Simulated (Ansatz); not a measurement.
## Single-point calculation of SiH4O

SiH4O, computed with RKS PBE0-D4/def2-TZVPP (Ansatz 0.2.0).

The geometry is a transition state. The reaction was set up to form O2–H3 and to break Si1–O2 and Si1–H3 (atoms counted from 1 in the order of the input); sticks are drawn by distance alone. The geometry comes from this level: PBE0-D4/def2-TZVP.

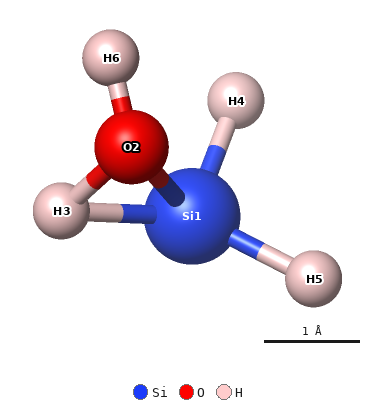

Figure 1. The structure (ball-and-stick view, seen at a tilt; atoms are numbered from 1 in the order of the input).

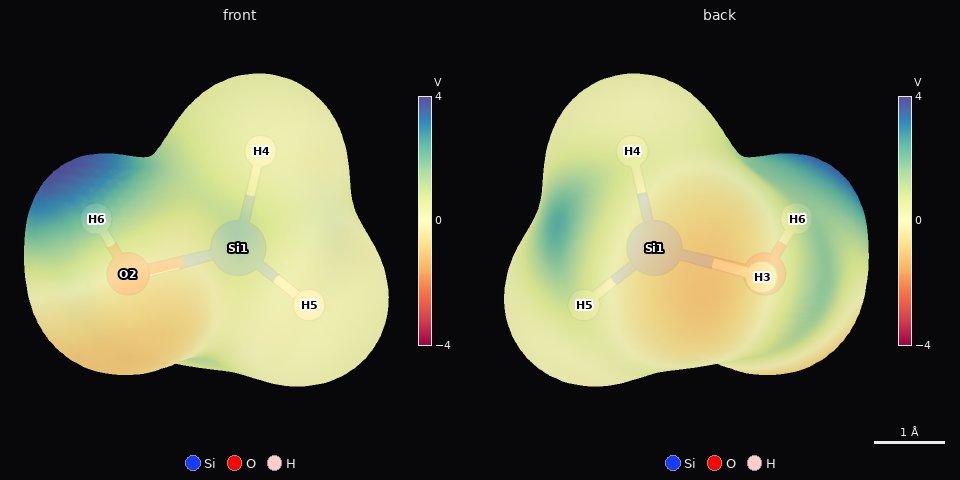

Figure 2. The electrostatic potential painted on the density surface at 0.004 e/bohr³, seen face on and from behind; red is negative and blue positive.

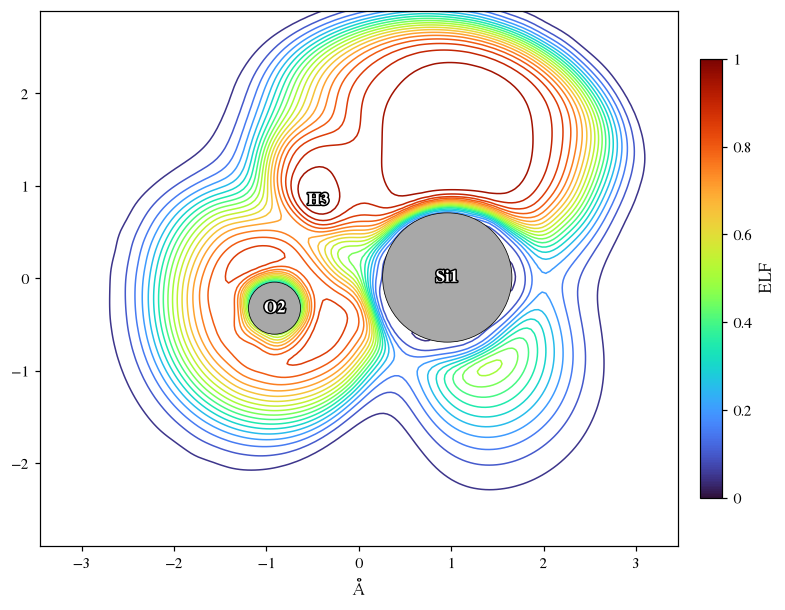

Figure 3. Electron localisation function on the plane of atoms Si1, O2 and H3. Grey discs, where drawn, cover atomic cores. The section cuts through Si, O and H sites. Si–O (1.90 Å): the ELF peaks at about 0.85 between the atoms, which marks a polar covalent bond.

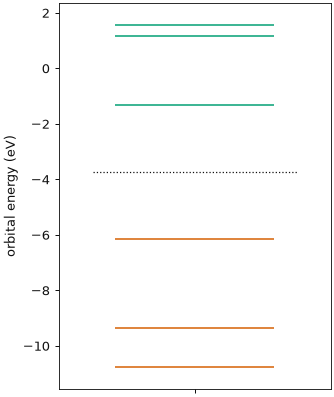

Figure 4. Orbital energies near the frontier; the dotted line parts filled from empty levels, and levels within 0.02 eV of each other stand side by side. Highest filled −6.13 eV, lowest empty −1.33 eV, 4.80 eV apart.

These pictures come from the run below.

The input:
```yaml
crystal:
  periodic: [false, false, false]
  atoms:
    - {symbol: Si, position_ang: [-0.817010, 0.079251, -0.042367]}
    - {symbol: O, position_ang: [1.006934, -0.282879, -0.423163]}
    - {symbol: H, position_ang: [0.107831, -1.144828, -0.590530]}
    - {symbol: H, position_ang: [-0.780110, 0.445307, 1.411397]}
    - {symbol: H, position_ang: [-1.040590, 1.393153, -0.722368]}
    - {symbol: H, position_ang: [1.522945, -0.490005, 0.367032]}
basis:
  gaussian: {orbitals: def2-TZVPP}
hamiltonian: {xc: pbe0, dispersion: d4}
output: {orbitals: {seedname: orbitals}}
```

Run as:
```bash
ansatz run in.yaml --threads 2 --pin off --events-out ev --progress --plain --max-ram 4352MiB
```

What the program printed:
```
Functional definition: PBE0
  name "PBE0"
  cite "Adamo & Barone, J. Chem. Phys. 110, 6158 (1999) doi:10.1063/1.478522"
  cite "Perdew, Burke & Ernzerhof, Phys. Rev. Lett. 77, 3865 (1996) doi:10.1103/PhysRevLett.77.3865"
  parent pbe
  parameter a = 0.25
  parameter kappa = 0.804
  parameter beta = 0.06672455060314922
  exchange = (1 - a)*pbe_x(kappa = kappa, mu = beta*pi^2/3) + a*exact_x
  correlation = pbe_c(beta = beta)
678 factors; their error is unknown
mean field evaluation 1: about -9978.7360 eV, gradient 4.9e1 eV
mean field evaluation 2: about -9962.7691 eV, gradient 1.0e2 eV
mean field evaluation 4: about -9982.8423 eV, gradient 3.5e0 eV
mean field evaluation 8: about -9982.8771 eV, gradient 2.9e-2 eV
mean field -9982.89651931 eV, -366.8646804345 hartree, gradient 5.4e-5 eV, S^2 0.000000; 0 other end points of the search recorded, 0 dependent functions left out
reference -9982.89654506 eV, -366.8646813806 hartree; 13, 13 occupied and 116, 116 virtual orbitals, 678 factors
Total energy: -9982.94871924 eV, -366.8665987465 hartree
```

Results in brief:

```json
{"quantity": "outcome", "value": "converged"}
{"quantity": "total energy", "value": "−9982.9487 eV"}
{"quantity": "mean-field energy", "value": "−9982.8965 eV"}
{"quantity": "dispersion energy", "value": "−0.0522 eV"}
{"quantity": "SCF solution under orbital rotations", "value": "stable"}
{"quantity": "HOMO", "value": "−6.13 eV"}
{"quantity": "LUMO", "value": "−1.33 eV"}
{"quantity": "hardware", "value": "2 threads of Arm Neoverse V1, 23 GiB of memory available, shared host"}
{"quantity": "wall time", "value": "0.95 s (CPU time 1.7 s)"}
{"quantity": "peak memory", "value": "0.17 GiB"}
```
